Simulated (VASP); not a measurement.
Band structure of Bi (a7). Level of theory: MS2 meta-GGA, VASP's PBE PAW potentials (set 64) (plane waves; VASP 6.6.1).

Unless said otherwise, spin-orbit coupling is left out, though it shifts the bands of the heavy elements here.

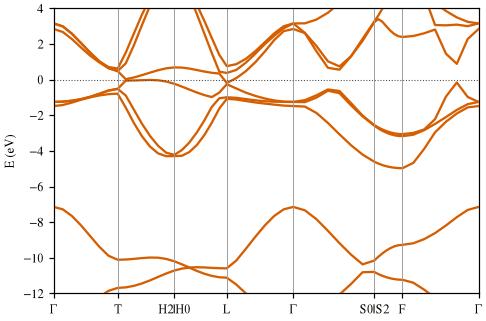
Bands along high-symmetry lines, zero at the valence-band maximum or, without a gap, the Fermi level

Question: Read the plot: is there a gap, and where are the band edges?

Answer: It has no gap at this level: it comes out as a metal or semimetal.

The compound is Bi in the a7 structure. It was relaxed first.
